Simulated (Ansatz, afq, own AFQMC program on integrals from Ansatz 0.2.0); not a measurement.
# GeH2 (triplet): AFQMC on the coupled-cluster ladder at distance Ge1–H2 = 1.392 Å, cc-pVDZ, part 2 of 2

Ansatz 0.2.0, Gaussian basis, and an in-house AFQMC program (afq) on its integrals; all values are calculated; cc-pVDZ, frozen cores. The steps go on from the part before.

## (8) B2PLYP (unrestricted)

Input file in.yaml:

```yaml
crystal:
  periodic: [false, false, false]
  atoms:
    - {symbol: Ge, position_ang: [0.000000, -0.019785, -0.001737]}
    - {symbol: H, position_ang: [0.000000, 0.675810, -1.207478]}
    - {symbol: H, position_ang: [0.000000, 0.750034, 1.332664]}
basis:
  gaussian: {orbitals: cc-pVDZ}
magnetization: {spin_polarized: true, initial_magnetization: 2}
hamiltonian: {xc: {name: B2PLYP}}
correlation: {electrons: outside_noble_gas}
```

The run is started by

```sh
ansatz run in.yaml --threads 1 --pin off --events-out ev --progress --plain --max-ram 1382MiB
```

What it wrote:

```text
Functional definition: B2PLYP
  name "B2PLYP"
  cite "Grimme, J. Chem. Phys. 124, 034108 (2006) doi:10.1063/1.2148954"
  cite "Becke, Phys. Rev. A 38, 3098 (1988) doi:10.1103/PhysRevA.38.3098"
  cite "Lee, Yang & Parr, Phys. Rev. B 37, 785 (1988) doi:10.1103/PhysRevB.37.785"
  parameter a = 0.53
  parameter c = 0.27
  exchange = (1 - a)*b88_x + a*exact_x
  correlation = (1 - c)*lyp_c + c*(mp2_os + mp2_ss)
413 factors; integrals over basis functions are off by at most 1.2e-3 eV
mean field evaluation 1: about -56534.6780 eV, gradient 4.2e0 eV
mean field evaluation 2: about -56534.6794 eV, gradient 4.2e0 eV
mean field evaluation 4: about -56534.8763 eV, gradient 4.4e-1 eV
mean field evaluation 8: about -56534.8794 eV, gradient 1.7e-2 eV
mean field evaluation 16: about -56534.8794 eV, gradient 3.5e-6 eV
mean field -56534.87942741 eV, -2077.6184982399 hartree, gradient 3.5e-6 eV, S^2 2.002473; 0 other end points of the search recorded, 0 dependent functions left out
14 core orbitals not correlated: weight in the atoms' cores, before any rotation towards them, 0.999 or more for the frozen orbitals, at most 0.001 for the correlated occupied ones
reference -56534.87954584 eV, -2077.6185025918 hartree; 4, 2 occupied and 19, 21 virtual orbitals, 413 factors
second order -2.36332143 eV of doubles, -0.00000000 eV of singles
Total energy: -56535.51764262 eV, -2077.6419522162 hartree
```

Wall time 0.99 s (1 thread of Arm Neoverse V1, shared host).

From the report: ⟨S²⟩ of the determinant 2.002 (pure triplet: 2.00).

## (9) CCSD(T) on UHF

in.yaml: that of step 8 with these lines changed.

```diff
@@ -9,3 +9,2 @@
 magnetization: {spin_polarized: true, initial_magnetization: 2}
-hamiltonian: {xc: {name: B2PLYP}}
-correlation: {electrons: outside_noble_gas}
+correlation: {method: ccsd_t, electrons: outside_noble_gas, hamiltonian_folder: ham}
```

Same command.

What it wrote:

```text
Functional definition: HF
  name "HF"
  cite "Fock, Z. Phys. 61, 126 (1930) doi:10.1007/BF01340294"
  parent pbe
  exchange = exact_x
  correlation = 0
413 factors; integrals over basis functions are off by at most 1.2e-3 eV
mean field evaluation 1: about -56501.7100 eV, gradient 6.4e0 eV
mean field evaluation 2: about -56501.7125 eV, gradient 6.4e0 eV
mean field evaluation 4: about -56502.2891 eV, gradient 6.7e-1 eV
mean field evaluation 8: about -56502.3009 eV, gradient 4.5e-3 eV
mean field evaluation 16: about -56502.3009 eV, gradient 9.8e-6 eV
mean field -56502.30089222 eV, -2076.4212591539 hartree, gradient 9.8e-6 eV, S^2 2.005659; 0 other end points of the search recorded, 0 dependent functions left out
14 core orbitals not correlated: weight in the atoms' cores, before any rotation towards them, 0.999 or more for the frozen orbitals, at most 0.001 for the correlated occupied ones
reference -56502.30089222 eV, -2076.4212591539 hartree; 4, 2 occupied and 19, 21 virtual orbitals, 413 factors
second order -1.87190990 eV of doubles, -0.00000000 eV of singles
cycle   1  -2.26556914 eV  change   -3.9e-1 eV  update   4.7e-2
cycle   2  -2.41380160 eV  change   -1.5e-1 eV  update   1.8e-2
cycle   3  -2.42022431 eV  change   -6.4e-3 eV  update   5.4e-3
cycle   4  -2.42088705 eV  change   -6.6e-4 eV  update   1.5e-3
cycle   5  -2.42064357 eV  change    2.4e-4 eV  update   4.6e-4
cycle   6  -2.42067989 eV  change   -3.6e-5 eV  update   1.6e-4
cycle   7  -2.42075697 eV  change   -7.7e-5 eV  update   5.8e-5
cycle   8  -2.42072574 eV  change    3.1e-5 eV  update   2.6e-5
cycle   9  -2.42072740 eV  change   -1.7e-6 eV  update   8.8e-6
cycle  10  -2.42072960 eV  change   -2.2e-6 eV  update   2.3e-6
perturbative correction -0.04352928 eV, -0.0015996716 hartree
Total energy: -56504.76515110 eV, -2076.5118189976 hartree
```

Run time: 0.63 s. Hardware: 1 thread of Arm Neoverse V1, shared host.

From the report: ⟨S²⟩ of the determinant 2.006 (pure triplet: 2.00); correlation -2.4643 eV; T1 0.013; largest double amplitude 0.05.

This run also writes the integrals to the folder ham.

## (10) CCSDT(Q) on UHF

in.yaml: that of step 9 with these lines changed.

```diff
@@ -9,2 +9,2 @@
 magnetization: {spin_polarized: true, initial_magnetization: 2}
-correlation: {method: ccsd_t, electrons: outside_noble_gas, hamiltonian_folder: ham}
+correlation: {method: ccsdt_q, electrons: outside_noble_gas}
```

The command is unchanged.

What it wrote:

```text
Functional definition: HF
  name "HF"
  cite "Fock, Z. Phys. 61, 126 (1930) doi:10.1007/BF01340294"
  parent pbe
  exchange = exact_x
  correlation = 0
707 factors; integrals over basis functions are off by at most 2.0e-7 eV
mean field evaluation 1: about -56501.7016 eV, gradient 6.4e0 eV
mean field evaluation 2: about -56501.7127 eV, gradient 6.4e0 eV
mean field evaluation 4: about -56502.2885 eV, gradient 6.6e-1 eV
mean field evaluation 8: about -56502.3010 eV, gradient 1.1e-3 eV
mean field evaluation 16: about -56502.2978 eV, gradient 3.3e-1 eV
mean field -56502.30097143 eV, -2076.4212620648 hartree, gradient 6.2e-6 eV, S^2 2.005659; 0 other end points of the search recorded, 0 dependent functions left out
14 core orbitals not correlated: weight in the atoms' cores, before any rotation towards them, 0.999 or more for the frozen orbitals, at most 0.001 for the correlated occupied ones
reference -56502.30097143 eV, -2076.4212620648 hartree; 4, 2 occupied and 19, 21 virtual orbitals, 707 factors
second order -1.87193167 eV of doubles, -0.00000000 eV of singles
cycle   1  -2.26557652 eV  change   -3.9e-1 eV  update   5.0e-2
cycle   2  -2.46114863 eV  change   -2.0e-1 eV  update   2.1e-2
cycle   3  -2.47547635 eV  change   -1.4e-2 eV  update   6.7e-3
cycle   4  -2.47834363 eV  change   -2.9e-3 eV  update   2.6e-3
cycle   5  -2.47725658 eV  change    1.1e-3 eV  update   9.1e-4
cycle   6  -2.47730737 eV  change   -5.1e-5 eV  update   2.9e-4
cycle   7  -2.47752358 eV  change   -2.2e-4 eV  update   1.1e-4
cycle   8  -2.47750117 eV  change    2.2e-5 eV  update   4.4e-5
cycle   9  -2.47747219 eV  change    2.9e-5 eV  update   1.9e-5
cycle  10  -2.47748218 eV  change   -1.0e-5 eV  update   6.9e-6
cycle  11  -2.47748301 eV  change   -8.3e-7 eV  update   2.6e-6
cycle  12  -2.47748321 eV  change   -2.0e-7 eV  update   1.1e-6
cycle  13  -2.47748225 eV  change    9.6e-7 eV  update   4.2e-7
cycle  14  -2.47748218 eV  change    7.2e-8 eV  update   1.5e-7
perturbative correction -0.00073256 eV, -0.0000269210 hartree
Total energy: -56504.77918616 eV, -2076.5123347765 hartree
```

Run time: 2.6 s. Hardware: 1 thread of Arm Neoverse V1, shared host.

From the report: ⟨S²⟩ of the determinant 2.006 (pure triplet: 2.00); correlation -2.4782 eV; T1 0.013; largest double amplitude 0.05.

## (11) Phaseless AFQMC, CISD trial on UHF

It reads the integrals that the CCSD(T) run on this determinant wrote.

The run is started by

```sh
afq ham --method phaseless --trial cisd --walkers 110 --populations 1 --least-time 40 --time-step 0.005 --steps-per-block 50 --equilibration-blocks 28 --max-blocks 300 --target-error 0.00029 --factor-cut 1e-05 --start spin_pure --seed 8619 --release-times 0.24,0.5,1,1.5 --release-step 0.02 --release-every 4 --taylor-order 6
```

What it wrote:

```text
orbitals 23  electrons 4 2  factors 174 of 413
reference energy -2076.42125915 Eh
CCSD correlation -0.08896005 Eh in 9 cycles, weight of the determinant in the CISD state 0.9434
energy of the start -2076.510193 Eh
 block  time / (1/Eh)  mean weight  energy / Eh
     1     0.250  0.9991  -2076.509904
     2     0.500  0.9993  -2076.510206
     3     0.750  0.9999  -2076.510495
     4     1.000  0.9995  -2076.510839
     5     1.250  1.0007  -2076.511190
     6     1.500  0.9998  -2076.511560
     7     1.750  1.0001  -2076.511632
     8     2.000  0.9991  -2076.511911
     9     2.250  1.0001  -2076.512397
    10     2.500  0.9996  -2076.512169
    13     3.250  0.9998  -2076.512852
    17     4.250  0.9987  -2076.512157
    21     5.250  0.9994  -2076.512134
    25     6.250  1.0006  -2076.512429
    29     7.250  1.0001  -2076.511505
    33     8.250  0.9992  -2076.511737
    37     9.250  0.9991  -2076.511917
    41    10.250  0.9998  -2076.512438
    45    11.250  1.0006  -2076.511465
    49    12.250  0.9999  -2076.511976
    53    13.250  1.0002  -2076.512174
    57    14.250  0.9997  -2076.512571
    61    15.250  1.0002  -2076.512602
    65    16.250  0.9994  -2076.512426
    69    17.250  0.9999  -2076.512507
    73    18.250  0.9999  -2076.511838
    77    19.250  0.9997  -2076.511829
    81    20.250  1.0004  -2076.512353
    85    21.250  0.9986  -2076.511733
    89    22.250  0.9992  -2076.512072
    93    23.250  0.9998  -2076.511856
    97    24.250  1.0009  -2076.511868
   101    25.250  1.0002  -2076.512516
   105    26.250  1.0002  -2076.512675
   109    27.250  0.9993  -2076.512214
   113    28.250  0.9999  -2076.511936
   117    29.250  1.0001  -2076.511977
   121    30.250  1.0004  -2076.512220
   125    31.250  1.0006  -2076.511634
   129    32.250  1.0002  -2076.511514
   133    33.250  0.9997  -2076.511733
   137    34.250  1.0002  -2076.511632
   141    35.250  0.9999  -2076.512188
   145    36.250  1.0005  -2076.512266
   149    37.250  1.0008  -2076.512118
   153    38.250  1.0008  -2076.512744
   157    39.250  0.9996  -2076.511737
   161    40.250  1.0003  -2076.511932
   165    41.250  0.9998  -2076.511672
   169    42.250  1.0005  -2076.511026
   173    43.250  1.0004  -2076.511717
   177    44.250  0.9995  -2076.512683
   181    45.250  0.9998  -2076.511760
   185    46.250  1.0011  -2076.511611
blocks merged  error / Eh  count
     1  0.000037  160
     2  0.000045  80
     4  0.000057  40
     8  0.000067  20
    16  0.000059  10
released: time / (1/Eh)  energy / Eh  error  mean overlap
  0.24  -2076.512101  0.000075  1.0049
  0.50  -2076.512293  0.000076  0.9934
  1.00  -2076.512325  0.000071  0.9872
  1.50  -2076.512292  0.000064  0.9894
energy -2076.512074 +/- 0.000067 Eh
```

Wall time 1.7 min (1 thread of Arm Neoverse V1, shared host).

Energy -56504.7721 ± 0.0018 eV. Caveats: constraint bias not in the error.

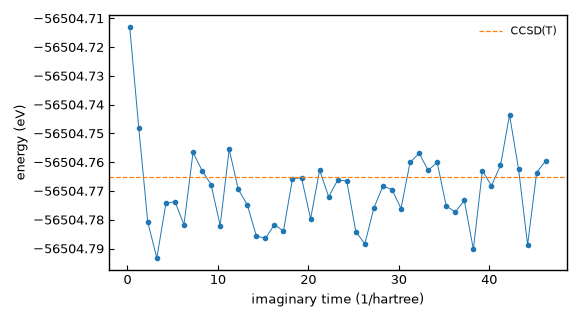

Block energies along the walk.

## (12) All levels side by side

The full CI on restricted orbitals is not used as the yardstick for these unrestricted rows.

On the UHF determinant, counted from CCSDT(Q) (a yardstick, not exact):

| level | energy (eV) | from CCSDT(Q) (kcal/mol) | statistical error (kcal/mol) | time |
| --- | --- | --- | --- | --- |
| HF | -56502.3009 | +57.15 |  |  |
| MP2 | -56504.1728 | +13.98 |  |  |
| CCSD | -56504.7216 | +1.33 |  |  |
| CCSD(T) | -56504.7652 | +0.32 |  |  |
| CCSDT(Q) | -56504.7792 | 0.00 |  |  |
| Phaseless AFQMC, CISD trial, step 0.005, 110 walkers | -56504.7721 | +0.16 | 0.04 | 1.7 min |

The functionals' totals stand on their own zeros and serve differences with other points: PBE -56538.240 eV; r2SCAN -56546.775 eV; PBE0 -56539.873 eV; B3LYP -56548.319 eV; wB97M-V -56543.623 eV; B2PLYP -56535.518 eV.

## (13) Summary of results

The summary covers parts 1 to 2.

```
                                        quantity                  value
                    CCSD(T) on UHF from CCSDT(Q)         +0.32 kcal/mol
Phaseless AFQMC, CISD trial on UHF from CCSDT(Q)  +0.16 ± 0.04 kcal/mol
```

On UHF the phaseless walk with the CISD trial lies +0.16 kcal/mol from CCSDT(Q), 4 times its error bar. Error bars are statistical and leave out the constraint, the time step and what remains of the start.
